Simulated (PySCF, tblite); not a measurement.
# C5H9F2NO: a rotation path, then NMR shifts on frames, part 2 of 2

tblite 0.8.0 and PySCF 2.14.0. Atoms count from 0.

## (5) Shielding tensors: image 6, PBE0/pcSseg-1

What the job is given:

```
{"job": {"kind": "nmr", "xc": "PBE0", "basis": "pcSseg-1", "pop": false}, "charge": 0, "multiplicity": 1}
C      2.861700    -0.083700    -0.361100
N      1.492800    -0.518200    -0.208500
C      0.483400     0.353400    -0.002800
O      0.645400     1.551100     0.066500
C     -0.905600    -0.285100     0.109100
C     -1.510600     0.023200     1.480200
C     -1.786000     0.265500    -1.025500
F     -2.685700     1.171900    -0.598000
F     -2.512400    -0.744400    -1.578100
H      2.865700     1.003100    -0.297900
H      3.258800    -0.394300    -1.328700
H      3.489300    -0.495100     0.430600
H      1.312800    -1.507700    -0.264000
H     -0.845200    -1.367700    -0.038900
H     -0.930100    -0.464400     2.259100
H     -2.538000    -0.329700     1.528500
H     -1.501500     1.096900     1.652800
H     -1.203700     0.731600    -1.834900
```

With the program's defaults for keys left out, this is: GIAO PBE0/pcSseg-1 NMR shielding, non-relativistic, gas phase.

Log:

```text
coarse grid: 15336 points
cycle   1  E = -524.7365092072  dE =  1.332e+00  |g| = 1.051e+00  |ddm| = 3.615e+00
cycle   2  E = -524.1555627971  dE =  5.809e-01  |g| = 2.039e+00  |ddm| = 2.585e+00
cycle   3  E = -524.9245304316  dE = -7.690e-01  |g| = 3.022e-01  |ddm| = 2.027e+00
cycle   4  E = -524.9409037984  dE = -1.637e-02  |g| = 9.908e-02  |ddm| = 2.629e-01
cycle   5  E = -524.9424575089  dE = -1.554e-03  |g| = 2.593e-02  |ddm| = 7.289e-02
cycle   6  E = -524.9425993781  dE = -1.419e-04  |g| = 7.039e-03  |ddm| = 2.630e-02
cycle   7  E = -524.9426096870  dE = -1.031e-05  |g| = 1.681e-03  |ddm| = 6.080e-03
cycle   8  E = -524.9426101769  dE = -4.899e-07  |g| = 6.209e-04  |ddm| = 1.657e-03
final grid: 149800 points
cycle   9  E = -525.0176855352  dE = -4.443e-05  |g| = 1.303e-02  |ddm| = 3.003e-02
cycle  10  E = -525.0176131288  dE =  7.241e-05  |g| = 2.361e-02  |ddm| = 2.567e-02
cycle  11  E = -525.0177184673  dE = -1.053e-04  |g| = 2.942e-03  |ddm| = 1.806e-02
cycle  12  E = -525.0177202283  dE = -1.761e-06  |g| = 3.549e-04  |ddm| = 2.330e-03
cycle  13  E = -525.0177202421  dE = -1.377e-08  |g| = 1.838e-04  |ddm| = 3.552e-04
cycle  14  E = -525.0177202472  dE = -5.076e-09  |g| = 2.997e-05  |ddm| = 1.159e-04
cycle  15  E = -525.0177202473  dE = -1.644e-10  |g| = 1.161e-05  |ddm| = 3.060e-05
converged SCF energy = -525.0177202473

GIAO shielding tensors (ppm)
atom      isotropic    diamagn.    paramagn.     s11        s22        s33       span
  0 C      160.325     242.903     -82.578    131.500    161.450    188.026     56.526
  1 N      143.176     329.450    -186.274     52.225    153.955    223.348    171.122
  2 C       13.200     250.120    -236.921    -73.991     19.541     94.049    168.040
  3 O      -48.677     402.820    -451.497   -346.778   -180.155    380.901    727.680
  4 C      133.162     250.743    -117.581    117.299    133.920    148.268     30.969
  5 C      173.433     245.359     -71.925    167.623    169.410    183.267     15.645
  6 C       64.892     243.352    -178.461     45.775     66.444     82.456     36.681
  7 F      313.388     470.715    -157.326    216.225    326.574    397.366    181.141
  8 F      292.648     471.470    -178.822    173.642    332.640    371.661    198.019
  9 H       27.235      28.648      -1.412     22.723     27.874     31.110      8.387
 10 H       29.229      27.418       1.812     23.711     27.451     36.525     12.815
 11 H       29.254      27.371       1.883     23.700     27.421     36.640     12.940
 12 H       26.948      36.551      -9.603     20.128     29.457     31.259     11.131
 13 H       29.448      34.412      -4.964     26.430     29.560     32.354      5.924
 14 H       30.758      29.800       0.957     26.116     28.961     37.196     11.080
 15 H       30.300      28.914       1.386     25.734     28.378     36.787     11.053
 16 H       29.890      29.690       0.200     26.516     28.108     35.046      8.530
 17 H       25.594      29.227      -3.633     23.493     25.563     27.726      4.233
```

It took 44 s on 1 thread of Intel Xeon Platinum 8259CL at 2.50GHz, shared host; peak memory 0.93 GiB.

Key values: δ C2 173.7, C6 122.0, C4 53.8, C0 26.6, H17 6.12, H12 4.77 ppm.

## (6) NMR shieldings: image 7, PBE0/pcSseg-1

What the job is given:

```
{"job": {"kind": "nmr", "xc": "PBE0", "basis": "pcSseg-1", "pop": false}, "charge": 0, "multiplicity": 1}
C      2.865300    -0.059500    -0.353800
N      1.498500    -0.505400    -0.216200
C      0.482900     0.357300     0.001800
O      0.638200     1.553900     0.090700
C     -0.900200    -0.295800     0.101100
C     -1.521300    -0.008100     1.469100
C     -1.781700     0.258000    -1.027000
F     -2.497300     1.332900    -0.649500
F     -2.691200    -0.682000    -1.404400
H      2.860200     1.026500    -0.278800
H      3.271500    -0.356600    -1.321800
H      3.490500    -0.474600     0.437800
H      1.327000    -1.496200    -0.275600
H     -0.829700    -1.375500    -0.063800
H     -0.947100    -0.500100     2.249800
H     -2.546900    -0.368600     1.500500
H     -1.520200     1.063900     1.652800
H     -1.207200     0.536200    -1.924400
```

Method: GIAO PBE0/pcSseg-1 NMR shielding, non-relativistic, gas phase.

Log:

```text
coarse grid: 15336 points
cycle   1  E = -524.7366401810  dE =  1.336e+00  |g| = 1.052e+00  |ddm| = 3.616e+00
cycle   2  E = -524.1496671059  dE =  5.870e-01  |g| = 2.047e+00  |ddm| = 2.600e+00
cycle   3  E = -524.9256264114  dE = -7.760e-01  |g| = 3.019e-01  |ddm| = 2.037e+00
cycle   4  E = -524.9419616959  dE = -1.634e-02  |g| = 1.003e-01  |ddm| = 2.636e-01
cycle   5  E = -524.9435611794  dE = -1.599e-03  |g| = 2.587e-02  |ddm| = 7.353e-02
cycle   6  E = -524.9437017530  dE = -1.406e-04  |g| = 7.089e-03  |ddm| = 2.621e-02
cycle   7  E = -524.9437121973  dE = -1.044e-05  |g| = 1.691e-03  |ddm| = 6.148e-03
cycle   8  E = -524.9437126886  dE = -4.913e-07  |g| = 6.325e-04  |ddm| = 1.665e-03
final grid: 149800 points
cycle   9  E = -525.0186273345  dE = -4.544e-05  |g| = 1.309e-02  |ddm| = 3.053e-02
cycle  10  E = -525.0185545537  dE =  7.278e-05  |g| = 2.368e-02  |ddm| = 2.577e-02
cycle  11  E = -525.0186606218  dE = -1.061e-04  |g| = 2.993e-03  |ddm| = 1.813e-02
cycle  12  E = -525.0186624477  dE = -1.826e-06  |g| = 3.473e-04  |ddm| = 2.369e-03
cycle  13  E = -525.0186624608  dE = -1.308e-08  |g| = 1.860e-04  |ddm| = 3.525e-04
cycle  14  E = -525.0186624659  dE = -5.156e-09  |g| = 2.961e-05  |ddm| = 1.175e-04
cycle  15  E = -525.0186624661  dE = -1.642e-10  |g| = 1.140e-05  |ddm| = 2.995e-05
converged SCF energy = -525.0186624661

GIAO shielding tensors (ppm)
atom      isotropic    diamagn.    paramagn.     s11        s22        s33       span
  0 C      160.439     242.901     -82.462    131.541    161.737    188.040     56.499
  1 N      143.459     329.476    -186.017     53.165    153.518    223.694    170.528
  2 C       14.270     250.106    -235.836    -72.968     21.639     94.140    167.108
  3 O      -52.509     402.798    -455.307   -358.146   -182.693    383.312    741.458
  4 C      133.864     250.677    -116.814    118.115    134.616    148.861     30.746
  5 C      174.552     245.538     -70.986    168.235    170.696    184.724     16.490
  6 C       65.624     243.463    -177.839     46.058     67.029     83.785     37.726
  7 F      315.861     471.518    -155.657    218.383    329.304    399.896    181.513
  8 F      298.921     471.295    -172.373    175.821    333.414    387.529    211.708
  9 H       27.234      28.648      -1.414     22.715     27.882     31.106      8.391
 10 H       29.242      27.422       1.820     23.703     27.462     36.560     12.857
 11 H       29.267      27.392       1.874     23.695     27.448     36.657     12.962
 12 H       26.990      36.575      -9.585     20.174     29.453     31.343     11.169
 13 H       29.544      34.469      -4.925     26.306     29.682     32.644      6.338
 14 H       30.777      29.833       0.945     26.112     28.992     37.228     11.115
 15 H       30.363      28.774       1.589     25.759     28.388     36.941     11.183
 16 H       29.779      29.669       0.110     26.257     28.193     34.885      8.628
 17 H       25.617      29.317      -3.701     23.428     25.370     28.052      4.624
```

Wall time 47 s (1 thread of Intel Xeon Platinum 8259CL at 2.50GHz, shared host); peak memory 0.93 GiB.

In short: δ C2 172.7, C6 121.3, C4 53.1, C0 26.5, H17 6.10, H12 4.73 ppm.

## (7) NMR shieldings: image 8, PBE0/pcSseg-1

What the job is given:

```
{"job": {"kind": "nmr", "xc": "PBE0", "basis": "pcSseg-1", "pop": false}, "charge": 0, "multiplicity": 1}
C      2.868400    -0.037700    -0.343000
N      1.500300    -0.486200    -0.232300
C      0.481800     0.366100     0.014300
O      0.633700     1.557300     0.155100
C     -0.894700    -0.305300     0.094800
C     -1.530400    -0.025500     1.457300
C     -1.779200     0.234700    -1.033600
F     -2.294100     1.445100    -0.754900
F     -2.844200    -0.592900    -1.218800
H      2.869000     1.040500    -0.194000
H      3.269500    -0.267900    -1.331300
H      3.492700    -0.508700     0.417900
H      1.326900    -1.472800    -0.335600
H     -0.809200    -1.383900    -0.071000
H     -0.954400    -0.505700     2.244500
H     -2.549800    -0.403800     1.481700
H     -1.544100     1.047200     1.635400
H     -1.250900     0.305900    -1.998100
```

With the program's defaults for keys left out, this is: GIAO PBE0/pcSseg-1 NMR shielding, non-relativistic, gas phase.

Log:

```text
coarse grid: 15336 points
cycle   1  E = -524.7360262488  dE =  1.340e+00  |g| = 1.054e+00  |ddm| = 3.617e+00
cycle   2  E = -524.1366362982  dE =  5.994e-01  |g| = 2.063e+00  |ddm| = 2.615e+00
cycle   3  E = -524.9262851003  dE = -7.896e-01  |g| = 3.027e-01  |ddm| = 2.052e+00
cycle   4  E = -524.9426804290  dE = -1.640e-02  |g| = 1.021e-01  |ddm| = 2.654e-01
cycle   5  E = -524.9443464838  dE = -1.666e-03  |g| = 2.588e-02  |ddm| = 7.424e-02
cycle   6  E = -524.9444865870  dE = -1.401e-04  |g| = 7.205e-03  |ddm| = 2.596e-02
cycle   7  E = -524.9444973770  dE = -1.079e-05  |g| = 1.708e-03  |ddm| = 6.241e-03
cycle   8  E = -524.9444978743  dE = -4.972e-07  |g| = 6.490e-04  |ddm| = 1.678e-03
final grid: 149800 points
cycle   9  E = -525.0194536172  dE = -4.678e-05  |g| = 1.303e-02  |ddm| = 3.160e-02
cycle  10  E = -525.0193822107  dE =  7.141e-05  |g| = 2.349e-02  |ddm| = 2.553e-02
cycle  11  E = -525.0194865385  dE = -1.043e-04  |g| = 3.029e-03  |ddm| = 1.793e-02
cycle  12  E = -525.0194884034  dE = -1.865e-06  |g| = 3.523e-04  |ddm| = 2.403e-03
cycle  13  E = -525.0194884168  dE = -1.336e-08  |g| = 1.876e-04  |ddm| = 3.569e-04
cycle  14  E = -525.0194884220  dE = -5.250e-09  |g| = 3.004e-05  |ddm| = 1.200e-04
cycle  15  E = -525.0194884222  dE = -1.661e-10  |g| = 1.154e-05  |ddm| = 3.071e-05
converged SCF energy = -525.0194884222

GIAO shielding tensors (ppm)
atom      isotropic    diamagn.    paramagn.     s11        s22        s33       span
  0 C      160.508     242.914     -82.406    131.622    161.879    188.021     56.399
  1 N      143.393     329.564    -186.171     53.572    152.258    224.350    170.777
  2 C       15.738     250.056    -234.318    -71.819     25.210     93.824    165.643
  3 O      -56.929     402.739    -459.669   -370.682   -186.063    385.957    756.639
  4 C      134.482     250.641    -116.159    120.171    133.636    149.640     29.469
  5 C      175.485     245.796     -70.311    168.402    171.616    186.437     18.035
  6 C       66.206     243.285    -177.078     46.286     67.690     84.643     38.357
  7 F      317.979     472.239    -154.260    218.339    329.978    405.621    187.283
  8 F      305.235     471.238    -166.003    182.429    334.066    399.210    216.781
  9 H       27.252      28.647      -1.395     22.740     27.877     31.140      8.401
 10 H       29.238      27.431       1.807     23.646     27.460     36.610     12.964
 11 H       29.259      27.384       1.875     23.698     27.461     36.618     12.919
 12 H       27.046      36.654      -9.608     20.232     29.495     31.411     11.179
 13 H       29.650      34.509      -4.859     26.310     29.649     32.989      6.679
 14 H       30.811      29.868       0.943     26.142     29.035     37.256     11.114
 15 H       30.363      28.755       1.608     25.582     28.543     36.963     11.381
 16 H       29.700      29.668       0.032     25.964     28.315     34.821      8.858
 17 H       25.604      29.354      -3.750     23.357     25.056     28.400      5.043
```

Run time: 46 s. Hardware: 1 thread of Intel Xeon Platinum 8259CL at 2.50GHz, shared host; peak memory 0.92 GiB.

In short: δ C2 171.2, C6 120.7, C4 52.4, C0 26.4, H17 6.11, H12 4.67 ppm.

## (8) Side by side: NMR shifts

Shifts (ppm) of some atoms, chosen among heavy atoms and hydrogens apart, with basis size and wall time:

| frame | C6 | C5 | H16 | H15 | O3 | F8 | F7 | functions | time |
| --- | --- | --- | --- | --- | --- | --- | --- | --- | --- |
| image 0 | 125.6 | 15.0 | 1.63 | 1.33 | 378.9 | -135.4 | -149.2 | 198 | 42 s |
| image 3 | 124.5 | 15.4 | 1.60 | 1.57 | 381.6 | -123.0 | -142.4 | 198 | 42 s |
| image 6 | 122.0 | 13.5 | 1.83 | 1.42 | 384.8 | -121.7 | -142.4 | 198 | 44 s |
| image 7 | 121.3 | 12.4 | 1.94 | 1.35 | 388.6 | -128.0 | -144.9 | 198 | 47 s |
| image 8 | 120.7 | 11.4 | 2.02 | 1.35 | 393.0 | -134.3 | -147.0 | 198 | 46 s |

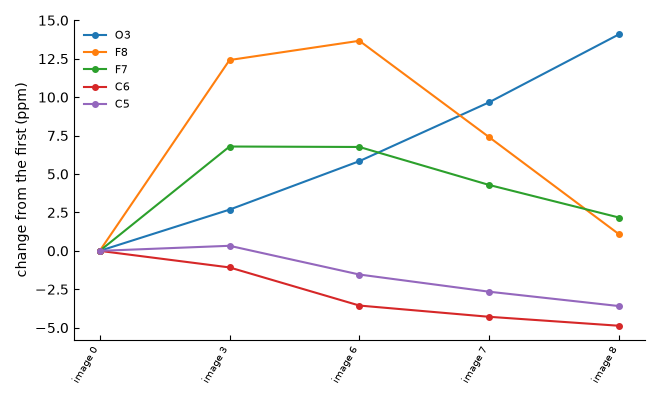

How five of the tabulated atoms move from run to run.

## (9) What came out

This closing draws on all 2 parts.

| quantity | value |
| --- | --- |
| barrier | 0.173 eV (4.0 kcal/mol) at image 6 |
| end to end (GFN2-xTB) | 0.163 eV |
| 13C shifts against TMS (PBE0/pcSseg-1, image 0) | 172.2, 125.6, 52.6, 26.5, 15.0 ppm |
| 1H shifts against TMS (PBE0/pcSseg-1, image 0) | 6.18, 4.77, 4.45, 2.52, 2.49, 2.06, 1.63, 1.33, 1.09 ppm |
| 15N shifts against NH3 (PBE0/pcSseg-1, image 0) | 126.0 ppm |
| 17O shifts against H2O (PBE0/pcSseg-1, image 0) | 378.9 ppm |
| 19F shifts against CFCl3 (PBE0/pcSseg-1, image 0) | -135.4, -149.2 ppm |
| range of the shift of O3 | 378.9 to 393.0 ppm |

Along the band the dihedral turns by 97°, and the top (dihedral 137°) lies 4.0 kcal/mol above the start (GFN2-xTB, rough), so at room temperature this motion is fast. The top was not checked by a frequency run. Shifts at one fixed geometry are not the observed spectrum, which averages over the motion. In the first frame run (image 0): Shielding is most anisotropic at O3 (span 727 ppm, paramagnetic term -446 ppm). Across the 5 runs the shift of O3 moves most, between 378.9 (image 0) and 393.0 ppm (image 8).
